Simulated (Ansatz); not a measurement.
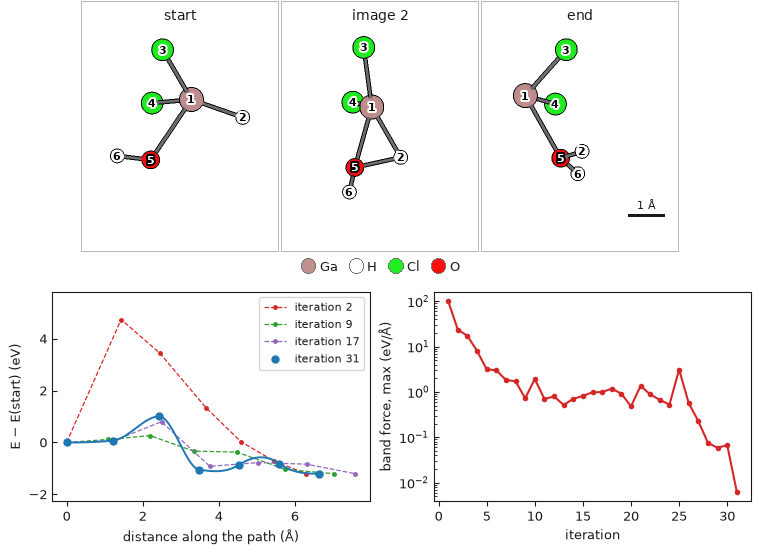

A search for the minimum-energy path of GaH$_{2}$OCl$_{2}$ (multiplicity 2) by the nudged elastic band. Images are numbered from 0 (start) to 6 (end). The plot follows the band through its iterations. The picture is a ball-and-stick view, seen from a free direction.

The calculation used UHF/def2-SVP in Ansatz 0.2.0. Settings: 5 movable images; climbing image; force threshold 0.05 eV/Å; iteration limit 60; starting path through a guess of the saddle point.

Question: Judge this run.

Answer: The run is converged, with reservations. The band converged in 31 iterations. The largest component of the band force went from 100 to 0.0062 eV/Å. The climbing image converged on the top of the path. Its vibrational analysis gives one imaginary mode (1514i cm⁻¹), as a transition state must have. The first iteration put the highest image at 21.60 eV. Forward barrier 1.00 eV, backward barrier 2.21 eV, with image 2 at the top; the reaction energy is −1.20 eV. The profile has 2 maxima (images 2, 5) with a dip at image 3 (−1.05 eV), so the process runs in steps.

Limits of the set-up: Hartree-Fock leaves out electron correlation.
